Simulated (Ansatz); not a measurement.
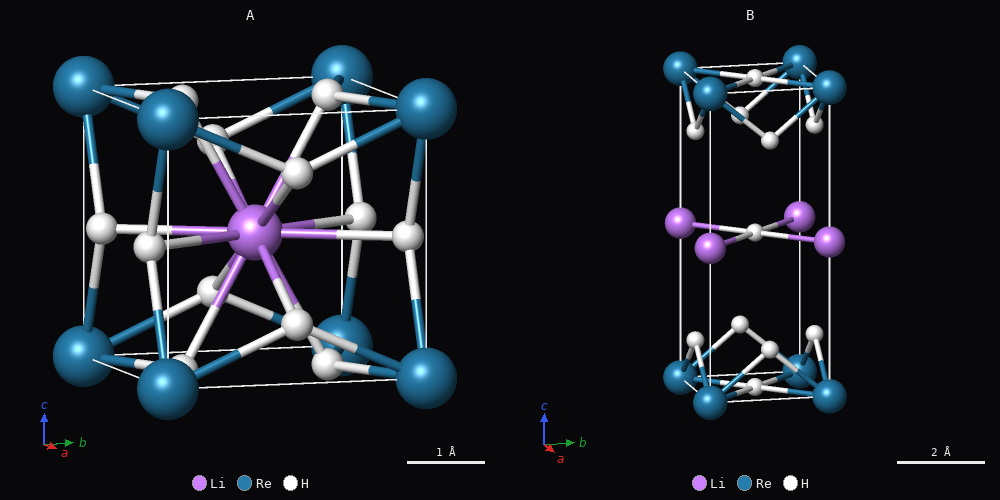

Two structures of LiReH₆, each relaxed to rest (conventional cells in solid outline, small ones repeated, not to one scale). Method: Ansatz, DFT PBE, scalar-relativistic, plane waves, PAW, without spin polarisation.

**What are A and B?**

A: 8 atoms a cell on a primitive cubic lattice, Pm-3. B: 8 atoms a cell on a primitive tetragonal lattice, P4/mmm.

**Which is the more stable form at this level of theory?**

B is lower, by 167 meV/atom at this level of theory (energies at zero smearing). Volumes: A 5.5, B 7.5 Å³/atom.

One or both may be structure types tried for this composition rather than known phases.
